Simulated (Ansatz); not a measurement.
# HSE06/aug-cc-pVTZ run of NO+ (nitrosonium)

Aim: the energy change on altering one bond length of NO+ (nitrosonium) at HSE06/aug-cc-pVTZ, from 2 runs. 

The calculation is run with Ansatz 0.2.0.

1 further run of the same task is left out (set aside as unsound or not needed).

## Step 1: The system as given

NO+ has 2 atoms, charge +1, and is taken as a singlet. SMILES: `N#[O+]`. The bond length is the measured one.

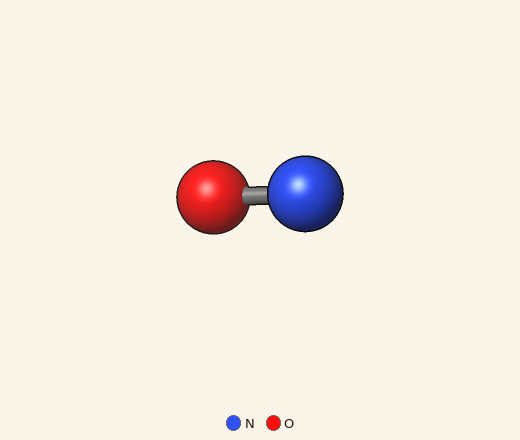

Viewed from a chosen angle; nitrogen blue, oxygen red.

## Step 2: A single-point energy at HSE06/aug-cc-pVTZ

File molecule.yaml:

```yaml
crystal:
  periodic: [false, false, false]
  atoms:
    - symbol: "N"
      position_ang: [0.000000, 0.000000, 0.000000]
    - symbol: O
      position_ang: [0.000000, 0.000000, 1.063220]
basis:
  gaussian:
    orbitals: aug-cc-pVTZ
accuracy: high
output:
  orbitals: {seedname: orbitals}
hamiltonian:
  xc: hse06
total_charge: 1
```

Launch:

```
$ ansatz run molecule.yaml --threads 1 --pin off --max-ram 3480MiB --events-out events.jsonl --progress --plain --runs-dir runs
```

What it wrote:

```text
Warning: RAYON_NUM_THREADS=1 ignored (pool sized by the plan → 1); use --threads N
Functional definition: HSE06
  name "HSE06"
  parameter a = 0.25
  parameter omega = 0.11/bohr
  exchange = pbe_x - a*pbe_x_sr(omega) + a*exact_x_sr(omega)
  correlation = pbe_c
1267 factors; integrals over basis functions are off by at most 2.7e-9 eV
79 factors; integrals over basis functions are off by at most 9.2e-10 eV
mean field evaluation 1: about -3518.3840 eV, gradient 5.5e1 eV
mean field evaluation 2: about -3504.2823 eV, gradient 1.1e2 eV
mean field evaluation 4: about -3522.3878 eV, gradient 1.2e0 eV
mean field evaluation 8: about -3522.3884 eV, gradient 6.6e-4 eV
mean field evaluation 16: about -3522.3884 eV, gradient 8.1e-9 eV
mean field -3522.38841247 eV, -129.4453865975 hartree, gradient 6.7e-9 eV, S^2 0.000000; 0 other end points of the search recorded, 0 dependent functions left out
reference -3522.38841493 eV, -129.4453866879 hartree; 7, 7 occupied and 85, 85 virtual orbitals, 1267 factors
Total energy: -3522.38841493 eV, -129.4453866879 hartree
```

Run time: 1.8 s. Hardware: 1 thread of Arm Neoverse V2, shared host; peak memory 0.17 GiB.

## Step 3: The distorted shape at the same level

File input.yaml:

```yaml
crystal:
  periodic: [false, false, false]
  atoms:
    - {symbol: N, position_ang: [0.000000, 0.000000, -0.159480]}
    - {symbol: O, position_ang: [0.000000, 0.000000, 1.063220]}
basis:
  gaussian:
    orbitals: aug-cc-pVTZ
total_charge: 1
hamiltonian:
  xc: {name: HSE06}
accuracy: high
output:
  orbitals: {seedname: orbitals}
```

Launch:

```
$ ansatz run input.yaml --threads 1 --pin off --max-ram 3480MiB --events-out events.jsonl --progress --plain --runs-dir runs
```

What it wrote:

```text
Warning: RAYON_NUM_THREADS=1 ignored (pool sized by the plan → 1); use --threads N
[... 6 set-up lines as earlier in the session ...]
1266 factors; integrals over basis functions are off by at most 3.0e-9 eV
81 factors; integrals over basis functions are off by at most 1.5e-9 eV
mean field evaluation 1: about -3513.7986 eV, gradient 6.9e1 eV
mean field evaluation 2: about -3449.8631 eV, gradient 1.8e2 eV
mean field evaluation 4: about -3520.7160 eV, gradient 5.0e0 eV
mean field evaluation 8: about -3520.7500 eV, gradient 3.9e-2 eV
mean field evaluation 16: about -3520.7500 eV, gradient 3.3e-8 eV
mean field -3520.75000386 eV, -129.3851761918 hartree, gradient 3.2e-8 eV, S^2 0.000000; 0 other end points of the search recorded, 0 dependent functions left out
reference -3520.75000598 eV, -129.3851762697 hartree; 7, 7 occupied and 85, 85 virtual orbitals, 1266 factors
Total energy: -3520.75000598 eV, -129.3851762697 hartree
```

It took 1.8 s on 1 thread of Arm Neoverse V2, shared host; peak memory 0.17 GiB.

## Step 4: What came out

At HSE06/aug-cc-pVTZ:

```
                                                         quantity          value
                                        first shape: total energy  -129.44539 Eh
                                         first shape: HOMO energy      -24.89 eV
                                         first shape: LUMO energy      -13.43 eV
                                       first shape: HOMO–LUMO gap       11.46 eV
                                    distorted shape: total energy  -129.38518 Eh
                                     distorted shape: HOMO energy      -24.51 eV
                                     distorted shape: LUMO energy      -15.11 eV
                                   distorted shape: HOMO–LUMO gap        9.40 eV
energy change with the N1–O2 bond stretched from 1.063 to 1.223 Å       1.638 eV
```

In words: With the N1–O2 bond stretched from 1.063 to 1.223 Å the energy rises by 1.64 eV (38 kcal/mol). The first shape isn't relaxed at this level, so the change isn't measured from a minimum.
